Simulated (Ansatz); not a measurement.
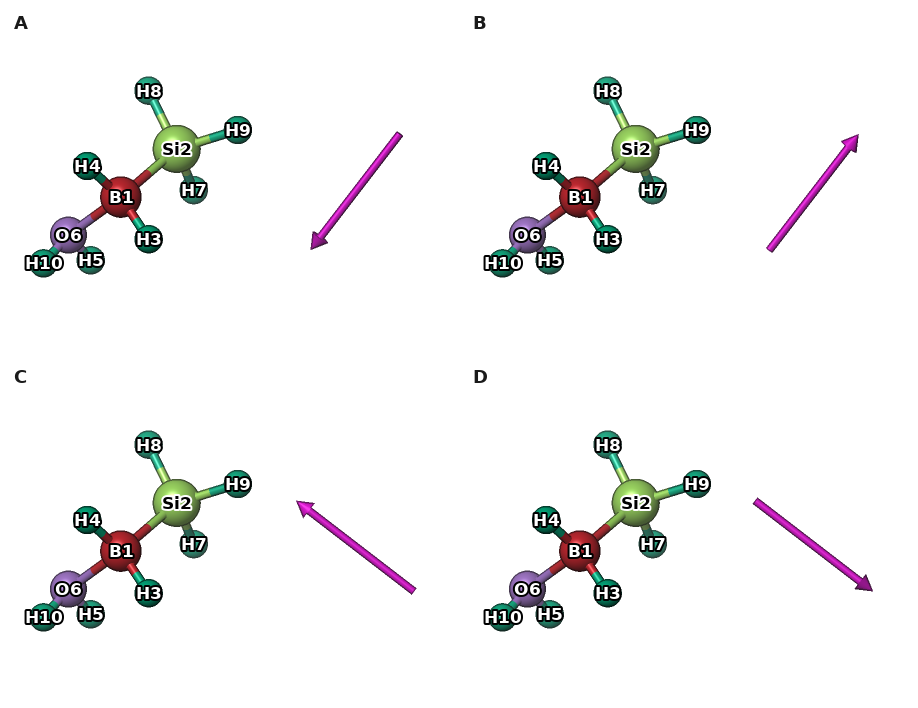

The same molecule four times, each with an arrow. Computed geometry: PBE0-D4/def2-TZVP optimisation. Properties computed with RKS PBE0-D4/def2-TZVP (Ansatz 0.2.0).

**Which arrow points along the dipole moment, from the negative to the positive end?**

A. The dipole moment is 4.96 D; it points from the side of H9 to the side of H10 (the outermost atoms at the two ends).
